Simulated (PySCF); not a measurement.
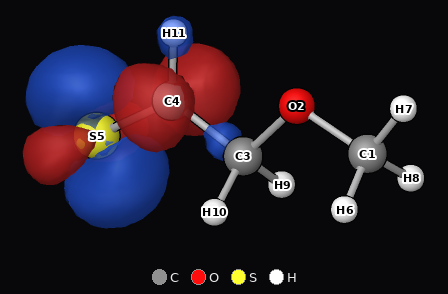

Figure 1: C3H6OS, SMILES `COCC=S`. Unrelaxed difference density of S₁ less the ground state (TDA singlet states), ±0.05 e/Å³; red: gain, blue: loss.

Level of theory: B3LYP/def2-SVPD (PySCF), at a geometry from GFN2-xTB. No frequency check shows the geometry to be a minimum. GFN2-xTB bond lengths at metals and heavier atoms can be off by up to 0.1 Å and shapes distorted, which carries into these values.

Question: How does the charge move on excitation?

Answer: 0.75 e is displaced in all, of which about 0.4 e passes between atoms: S5 (0.38 e) loses electrons and C4 (0.32 e) gains them. The state: 2.44 eV (508 nm), f = 0.000 (dark); the leading pair carries 100 %; hole on S5 (83 %) and C4 (8 %), electron on S5 (45 %), C4 (39 %) and C3 (5 %); their centroids lie 0.7 Å apart.

Run time: 7.5 min on 1 thread of Arm Neoverse V2, with other jobs on the host, peak memory 0.8 GiB.
